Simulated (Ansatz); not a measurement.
CHSi2: several calculations on one system

### Relaxation

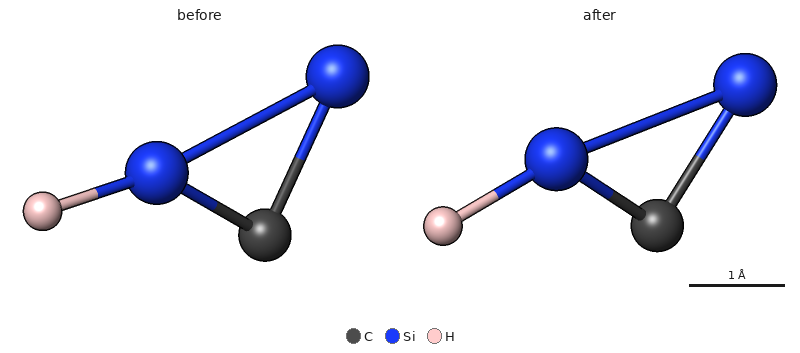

The structure of CHSi2 (multiplicity 2) before (left) and after (right) a relaxation, at one scale.

The picture is a ball-and-stick view, seen at a tilt.

All numbers below come from UKS PBE0-D4/def2-TZVP in Ansatz.

Input file:
```yaml
crystal:
  periodic: [false, false, false]
  atoms:
    - {symbol: C, position_ang: [-0.164840, -0.991800, 0.757090]}
    - {symbol: Si, position_ang: [1.414420, -0.148120, 1.223380]}
    - {symbol: Si, position_ang: [-0.201770, 0.324130, -0.444700]}
    - {symbol: H, position_ang: [-1.047820, 0.815790, -1.535780]}
basis:
  gaussian: {orbitals: def2-TZVP}
magnetization: {spin_polarized: true, initial_magnetization: 1}
hamiltonian: {xc: pbe0, dispersion: d4}
relax: {f_tol: 0.005, max_steps: 200}
```

**Describe what moved and what it gained.**

After 7 accepted moves (9 points after the start) the energy has fallen by 0.171 eV. The largest force component goes from 1.7 to 0.00029 eV/Å. The line search rejected the trial steps at points 5, 8 of the run. The atom that moves furthest after the best rigid fit is H4 (0.17 Å). Largest moves by element: H 0.17 Å, C 0.17 Å, Si 0.16 Å. Some distances before and after: C1–Si2 1.850 → 1.746 Å, Si2–Si3 2.370 → 2.431 Å, C1–Si3 1.783 → 1.725 Å, Si3–H4 1.466 → 1.503 Å. Among the angles between lasting bonds that change: C1–Si3–H4 139.6° → 124.2°, Si2–C1–Si3 81.4° → 88.9°, C1–Si3–Si2 50.5° → 45.9°. The run took of the order of 50 core-seconds on a shared host.

### A change

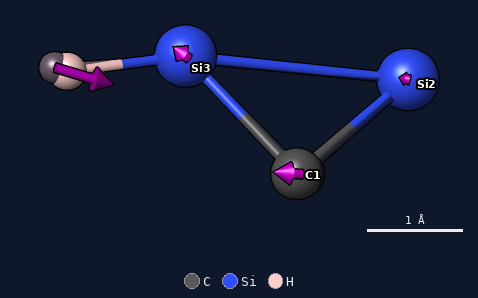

CHSi2 (multiplicity 2), drawn pale, and a changed version of it, drawn solid. The purple arrows show how the atoms are displaced, magnified 5 times. A ball-and-stick model, seen at a tilt.

Level of theory: UKS PBE-D4/def2-TZVPP in Ansatz 0.2.0. 

Question: Describe the change and its computed effect.

Answer: All atoms are moved at random (σ = 0.09 Å) from the PBE0-D4/def2-TZVP minimum. It costs 7.42 kcal/mol. The largest force is 4 eV/Å, on the H atom. The forces mostly point back along the displacements (cosine −0.77). At other levels of theory the same distortion costs 7.01 kcal/mol (UKS r2SCAN-D4/def2-TZVPP), 7.12 kcal/mol (UKS PBE0-D4/def2-TZVPP), 6.77 kcal/mol (UKS wB97M-V/def2-TZVPP). Some distances before and after: H–Si 1.503 → 1.339 Å, C–Si 1.746 → 1.785 Å, Si–Si 2.431 → 2.448 Å, C–Si 1.725 → 1.720 Å. Bond angles that change, for instance: C–Si–H 124.2° → 120.1°, Si–Si–H 170.1° → 166.8°.

### Distortion

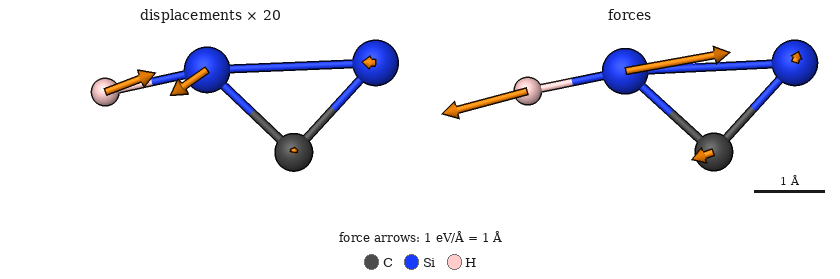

Left: CHSi$_{2}$ (multiplicity 2), with orange arrows for the displacements applied to it. Right: the displaced structure with the computed forces. The picture is a ball-and-stick view, seen face on.

Theory: UKS PBE0-D4/def2-TZVPP (Ansatz 0.2.0). 

### How do the forces relate to the distortion?

All atoms are moved at random (σ = 0.04 Å) from the PBE0-D4/def2-TZVP minimum. The energy rises by 1.09 kcal/mol. The largest force is 1.5 eV/Å, on a Si atom. The forces mostly point back along the displacements (cosine −0.90). At other levels of theory the same distortion costs 1.40 kcal/mol (UKS PBE-D4/def2-TZVPP), 1.08 kcal/mol (UKS r2SCAN-D4/def2-TZVPP), 0.77 kcal/mol (UKS wB97M-V/def2-TZVPP). Among the bonded contacts that change: H–Si 1.503 → 1.434 Å, Si–Si 2.431 → 2.449 Å, C–Si 1.746 → 1.736 Å, C–Si 1.725 → 1.730 Å.
